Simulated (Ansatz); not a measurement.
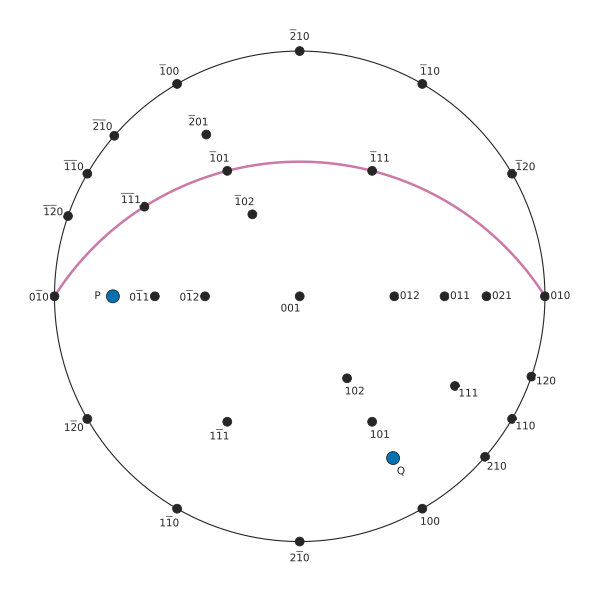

For Tl, the input geometry of an electronic-structure calculation (not necessarily at equilibrium): stereographic projection of plane normals (upper hemisphere) centred on (0 0 1). The drawing is computed from the coordinates (standard cell, symmetry found to 0.002 Å).

a = 3.590 Å, b = 3.590 Å, c = 5.642 Å, α = 90.00°, β = 90.00°, γ = 120.00°.

### Index the poles marked P, Q.

P is (0 −2 1), in four indices (0 −2 2 1), 74.6° from the centre; Q is (2 0 1), in four indices (2 0 −2 1), 74.6° from the centre.

### Which zone does the coloured great circle trace?

The zone [1 0 1]: its poles satisfy h + l = 0.

### What is the angle between the normals of (−1 0 2) and (1 2 0), and what are their d_hkl = 1/|g|?

120.5°; d = 2.089 Å and 1.175 Å.
